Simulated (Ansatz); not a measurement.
```xyz
13

B    -0.0064   -0.3583   -1.0625
C     0.0870   -0.1334    3.0222
H    -0.8773   -0.6057    3.1718
H     0.5347    0.0845    3.9847
H    -0.0441    0.7894    2.4690
H     0.9862    0.2790   -1.2276
H    -1.0637    0.1787   -0.9077
O     0.0812   -1.6990   -1.0555
Si   -0.9761   -2.9555   -0.8784
H    -0.5199   -3.8001    0.2357
H    -2.3307   -2.4461   -0.5978
H    -0.9886   -3.7426   -2.1213
H     0.7360   -0.8007    2.4662
```

These are results of RHF/6-31G* in Ansatz, not measurements.

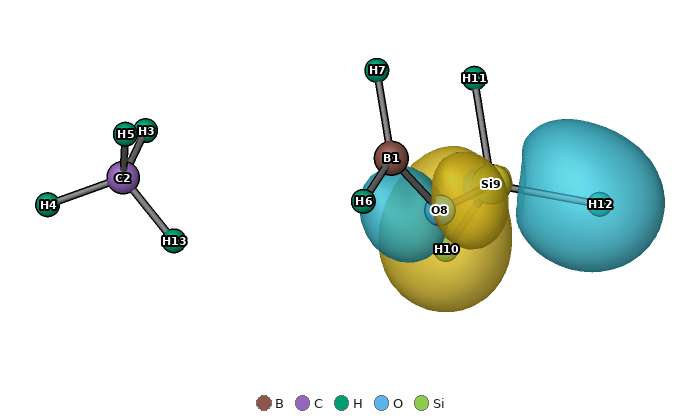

BH5OSi···CH4. The HOMO−1 at ±0.15 Å⁻³ᐟ² (yellow and cyan are the two phases), seen from one side.

Question: Describe this orbital and give its energy.

Answer: It lies mainly on Si9 (about 30 %), H12 (about 25 %), H10 (about 20 %) and O8 (about 15 %). Its energy is −12.86 eV.
